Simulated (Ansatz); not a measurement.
CHKN (charge +1)

| atom | x (Å) | y (Å) | z (Å) |
| --- | --- | --- | --- |
| K | -0.1288 | -0.0381 | -2.8793 |
| C | 0.0440 | 0.0127 | 0.9831 |
| N | -0.0069 | -0.0012 | -0.1587 |
| H | 0.0917 | 0.0266 | 2.0550 |

Geometry: PBE0-D4/def2-TZVP.

Theory: RKS PBE0-D4/def2-TZVPPD (Ansatz).

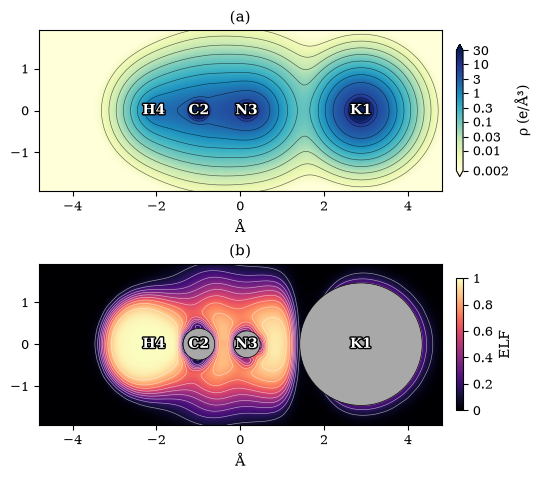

Figure 1. (a) total electron density; (b) electron localisation function on a plane that holds the molecular axis. Grey discs cover the atomic cores in the ELF map.

**Interpret the plot.**

- Atoms in the plane: K, C, N and H.
- C–N (1.14 Å): ρ is about 3.8 e/Å³ halfway; the ELF peaks at about 0.85 between the atoms; a short, multiple covalent bond.
- K–N (2.72 Å): ρ at the midpoint is about 0.12 e/Å³; the ELF peaks at about 0.95 in the valence shell of N, 0.7 Å from its nucleus, and drops to about 0.05 between the two atoms (a closed-shell, largely ionic contact).
- C–H (1.07 Å): ρ is about 2.2 e/Å³ halfway; the ELF climbs to about 1 towards the hydrogen, as it does in any bond to H; an ordinary covalent bond to hydrogen.

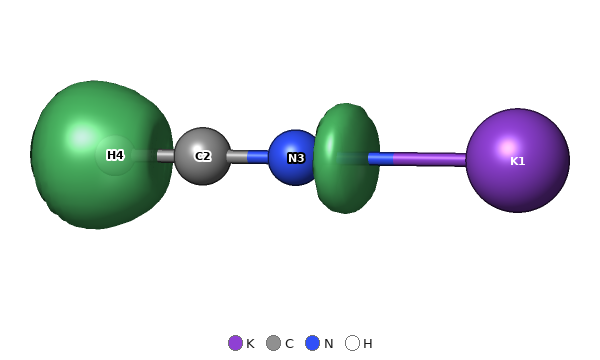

Figure 2. Isosurface of the ELF at 0.9 (green), seen from one side. Only the valence region is drawn (cores and ρ < 0.01 e/Å³ removed).

**Where are the electrons localised?**

The ELF exceeds this value in one region around a hydrogen nucleus and one lobe of the valence shell of N pointing towards K.

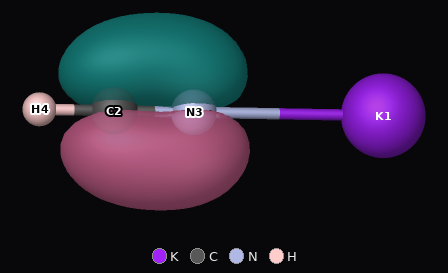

Figure 3. The HOMO at ±0.15 Å⁻³ᐟ² (teal and pink are the two phases), seen from one side.

**What is the character of this orbital?**

Its weight (Hirshfeld) is mainly on N3 (about 55 %) and C2 (about 40 %); it vanishes on the molecular axis (π type); π-bonding across N3–C2. It is one of a degenerate set, so its orientation is arbitrary. Its energy is −14.88 eV.
